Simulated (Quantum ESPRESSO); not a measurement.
## Wannier-interpolated electron–phonon scattering in V (Im-3m)

The plan: phonons and Wannier functions of V (Im-3m), and, if the interpolated phonons are stable, its coupling and resistivity.

Calculated with Quantum ESPRESSO 7.5; DFT PBE, scalar-relativistic, plane waves, PseudoDojo 0.4.1 norm-conserving pseudopotentials.

**1. Starting point**

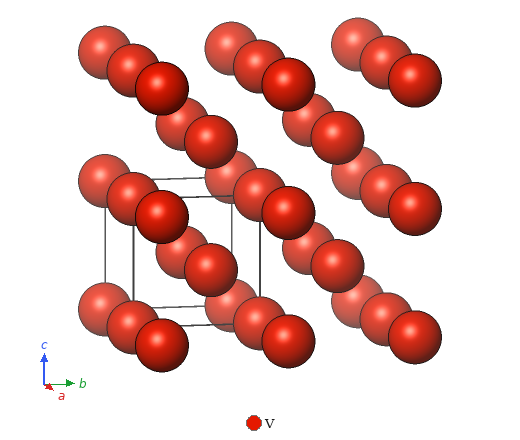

The starting structure, seen slightly off an axis (vanadium red). 2×2×2 cells are drawn. This picture shows the conventional cell, with its axes. Some periodic images of atoms are drawn too.

**2. Relaxation**

The cell is relaxed under the functional used for all that follows.

The input, relax.in:

```
&CONTROL
  calculation   = 'vc-relax'
  prefix        = 'x'
  outdir        = './tmp'
  pseudo_dir    = './pseudo'
  tprnfor       = .true.
  tstress       = .true.
  etot_conv_thr = 1.0d-05
  forc_conv_thr = 4.0d-04
/
&SYSTEM
  ibrav       = 0
  nat         = 1
  ntyp        = 1
  ecutwfc     = 84.0
  occupations = 'smearing'
  smearing    = 'mv'
  degauss     = 0.02
/
&ELECTRONS
  conv_thr = 1.0d-11
/
&IONS
/
&CELL
  press_conv_thr = 0.4
/
ATOMIC_SPECIES
 V      50.9415  V.upf
CELL_PARAMETERS angstrom
    -1.514350000    1.514350000    1.514350000
     1.514350000   -1.514350000    1.514350000
     1.514350000    1.514350000   -1.514350000
ATOMIC_POSITIONS crystal
 V      0.000000000   0.000000000   0.000000000
K_POINTS automatic
 12 12 12 0 0 0
```

On the command line:

```sh
$ OMP_NUM_THREADS=1 mpirun -n 8 pw.x -nk 8 -in relax.in > relax.out
```

Output:

```text
Program PWSCF v.7.5

     This program is part of the open-source Quantum ESPRESSO suite
     for quantum simulation of materials; please cite
         "P. Giannozzi et al., J. Phys.:Condens. Matter 21 395502 (2009);
         "P. Giannozzi et al., J. Phys.:Condens. Matter 29 465901 (2017);
         "P. Giannozzi et al., J. Chem. Phys. 152 154105 (2020);
     in publications or presentations arising from this work. More details at

     Message from routine setup:
     using ibrav=0 with symmetry is DISCOURAGED, use correct ibrav instead

     G-vector sticks info
     --------------------
     sticks:   dense  smooth     PW     G-vecs:    dense   smooth      PW
     Sum         623     623    221                 9861     9861    2123

     Using Slab Decomposition

     bravais-lattice index     =            0
     lattice parameter (alat)  =       4.9566  a.u.
     unit-cell volume          =      93.7423 (a.u.)^3
     number of atoms/cell      =            1
     number of atomic types    =            1
     number of electrons       =        13.00
     number of Kohn-Sham states=           11
     kinetic-energy cutoff     =      84.0000  Ry
     charge density cutoff     =     336.0000  Ry
     scf convergence threshold =      1.0E-11
     mixing beta               =       0.7000
     number of iterations used =            8  plain     mixing
     energy convergence thresh.=      1.0E-05
     force convergence thresh. =      4.0E-04
     press convergence thresh. =      4.0E-01
     Exchange-correlation= PBE
                           (   1   4   3   4   0   0   0)
     nstep                     =           50

     celldm(1)=   4.956621  celldm(2)=   0.000000  celldm(3)=   0.000000
     celldm(4)=   0.000000  celldm(5)=   0.000000  celldm(6)=   0.000000

     crystal axes: (cart. coord. in units of alat)
               a(1) = (  -0.577350   0.577350   0.577350 )
               a(2) = (   0.577350  -0.577350   0.577350 )
               a(3) = (   0.577350   0.577350  -0.577350 )
[...]
number of Kohn-Sham states=           11
     number of k points=    72  Marzari-Vanderbilt smearing, width (Ry)=  0.0200
     estimated scf accuracy    <       0.06812223 Ry
     estimated scf accuracy    <       0.05067032 Ry
     estimated scf accuracy    <       0.00008639 Ry
     estimated scf accuracy    <       0.00002113 Ry
     estimated scf accuracy    <       0.00001032 Ry
     estimated scf accuracy    <       0.00000065 Ry
     estimated scf accuracy    <          8.4E-09 Ry
     estimated scf accuracy    <          2.1E-09 Ry
     estimated scf accuracy    <          1.9E-10 Ry
     estimated scf accuracy    <       0.00000002 Ry
     estimated scf accuracy    <          7.5E-10 Ry
     estimated scf accuracy    <          2.2E-10 Ry
     estimated scf accuracy    <          8.9E-12 Ry
     estimated scf accuracy    <          1.2E-12 Ry
     the Fermi energy is    16.7032 ev
!    total energy              =    -147.61642861 Ry
     estimated scf accuracy    <          6.5E-15 Ry
     convergence has been achieved in  13 iterations
          total   stress  (Ry/bohr**3)                   (kbar)     P=        0.20
   JOB DONE.
```

Run time: 14 s. Hardware: 8 MPI ranks of Arm Neoverse N1, shared host.

This run has no spin polarisation, although V can carry a moment.

This step gave:

- free energy: -2008.4238 eV
- pressure: 0.02 GPa
- volume per atom: 13.46 Å³/atom

The volume ends at 13.46 Å³ an atom, -3.1 % from the start.

**3. Ground state**

Linear response needs a tightly converged ground state.

The input, scf.in:

```
&CONTROL
  calculation = 'scf'
  prefix      = 'x'
  outdir      = './tmp'
  pseudo_dir  = './pseudo'
  tprnfor     = .true.
  tstress     = .true.
/
&SYSTEM
  ibrav       = 0
  nat         = 1
  ntyp        = 1
  ecutwfc     = 84.0
  occupations = 'smearing'
  smearing    = 'mv'
  degauss     = 0.02
/
&ELECTRONS
  conv_thr = 1.0d-12
/
ATOMIC_SPECIES
 V      50.9415  V.upf
CELL_PARAMETERS angstrom
    -1.498484100    1.498484100    1.498484100
     1.498484100   -1.498484100    1.498484100
     1.498484100    1.498484100   -1.498484100
ATOMIC_POSITIONS crystal
 V      0.000000000   0.000000000   0.000000000
K_POINTS automatic
 12 12 12 0 0 0
```

On the command line:

```sh
$ OMP_NUM_THREADS=1 mpirun -n 8 pw.x -nk 8 -in scf.in > scf.out
```

Output:

```text
[banner, memory and clock lines left out]
[...]
number of Kohn-Sham states=           11
     number of k points=    72  Marzari-Vanderbilt smearing, width (Ry)=  0.0200
     estimated scf accuracy    <       0.06553734 Ry
     estimated scf accuracy    <       0.04442851 Ry
     estimated scf accuracy    <       0.00008298 Ry
     estimated scf accuracy    <       0.00002032 Ry
     estimated scf accuracy    <       0.00000931 Ry
     estimated scf accuracy    <       0.00000053 Ry
     estimated scf accuracy    <          6.9E-09 Ry
     estimated scf accuracy    <          1.7E-09 Ry
     estimated scf accuracy    <          1.4E-10 Ry
     the Fermi energy is    16.7032 ev
!    total energy              =    -147.61642861 Ry
     estimated scf accuracy    <          9.2E-14 Ry
     convergence has been achieved in  10 iterations
          total   stress  (Ry/bohr**3)                   (kbar)     P=        0.20
```

Elapsed: 4.4 s, on 8 MPI ranks.

Numbers from this step:

* Fermi energy: 16.70 eV

The Fermi level lies at 16.70 eV and the pressure is 0.02 GPa.

[end of part 1 of 3]

[The logs of pw.x and epw.x are selected lines.]

[Logs are printed without paths, hosts, clocks, repeated set-up lines and the standing remarks that a program may print on its own settings, such as how far it seeks lower states.]

[Hosts, paths, dates, database ids (printed as entryN), source tags and the programs' standing remarks are cut or masked in the printed files.]
